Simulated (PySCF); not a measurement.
Input

```
{"job": {"kind": "nmr", "xc": "PBE0", "basis": "pcSseg-1"}, "charge": 0, "multiplicity": 1}
C      4.459685    -0.074473     1.145582
C      3.777708    -0.536458     0.269451
Si     2.686507    -1.214653    -1.063110
Si     0.614511    -0.171164    -0.970165
Si    -0.985335    -1.042751     0.473593
Si    -2.641178     0.377573     1.260051
C     -2.915924     1.790153     0.018958
H      5.066136     0.320697     1.909851
H      2.607087    -2.662656    -0.813375
H      3.446404    -1.032828    -2.310120
H      0.825137     1.253756    -0.653674
H      0.061363    -0.122665    -2.337416
H     -1.593785    -2.213374    -0.185611
H     -0.280240    -1.643940     1.620211
H     -3.947806    -0.261344     1.483283
H     -2.272350     0.990573     2.545603
H     -3.261076     1.413774    -0.940082
H     -1.997755     2.343390    -0.159534
H     -3.658891     2.495640     0.378816
```

Command:

```sh
OMP_NUM_THREADS=1 python probes_run.py task.json out
```

Geometry: GFN2-xTB.

Theory: PBE0/pcSseg-1, SCF density, gas phase, non-relativistic (PySCF).

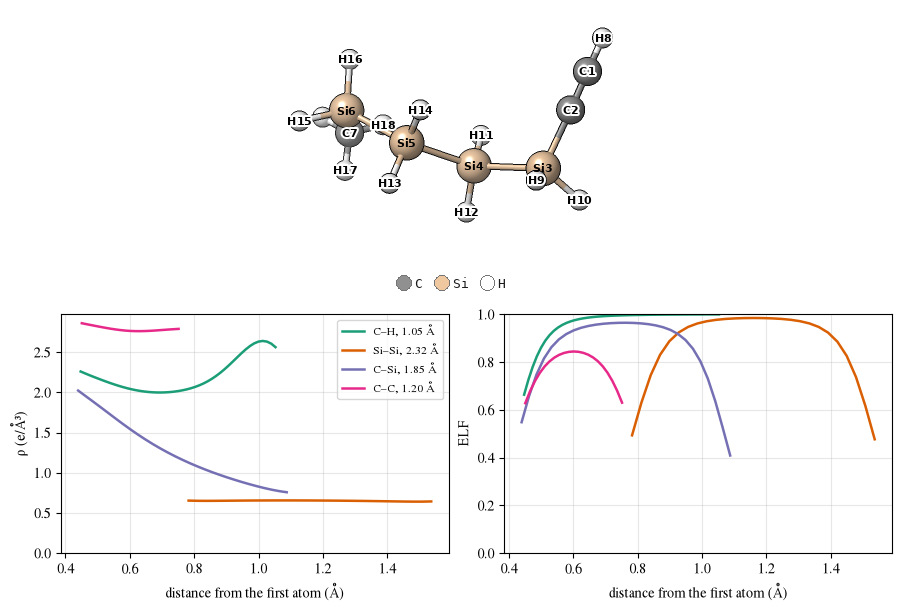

C₃H₁₂Si₄ (SMILES C#C[SiH2][SiH2][SiH2][SiH2]C). Total electron density and ELF along straight lines between neighbouring atoms. The curves leave out the atomic cores. The structure is drawn too.

Q: What kind of bonding do the profiles show?

A: C–H (1.05 Å): the density is about 2.1 e/Å³ at the midpoint; the ELF climbs to about 1 towards the hydrogen, as it does in any bond to H; an ordinary covalent bond to hydrogen.
Si–Si (2.32 Å): the density is about 0.66 e/Å³ at the midpoint; the ELF peaks at about 1 between the atoms (a covalent bond).
C–Si (1.85 Å): the density is about 0.91 e/Å³ at the midpoint; the ELF peaks at about 0.95 between the atoms: localised, covalent bonding.
C–C (1.20 Å): the density is about 2.8 e/Å³ at the midpoint; the ELF peaks at about 0.85 between the atoms: a short, multiple covalent bond.
